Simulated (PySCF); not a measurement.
Molecule: SMILES [SiH3]O[SiH2]S. Atoms near the plane z = 0.0 Å, at the PBE0/def2-SVP optimised geometry (x, y, z in Å): Si1 (1.3, 0.1, 0.6), O2 (0.0, -0.8, 0.0), Si3 (-1.7, -0.8, 0.0), S4 (-2.5, 1.2, 0.0), H6 (1.4, 1.4, -0.1), H7 (2.5, -0.8, 0.3).

Calculation: PBE0/def2-TZVP (PySCF 2.14.0). Cells within 0.4 Å of a nucleus heavier than hydrogen are left out (blank, or x). The values are rescaled to run from 0 to 1.

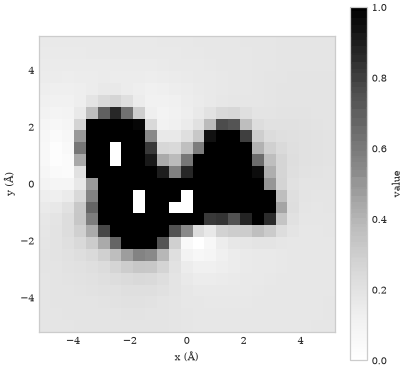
Figure. a field on the plane z = 0.0 Å.

**Question.** Which quantity is mapped?
A) Laplacian of the electron density
B) an orbital amplitude
C) deformation density (molecule minus spherical neutral atoms)
D) electrostatic potential

**Answer.** D, electrostatic potential. In full: electrostatic potential (hartree/e), clipped to [-0.08, 0.12].
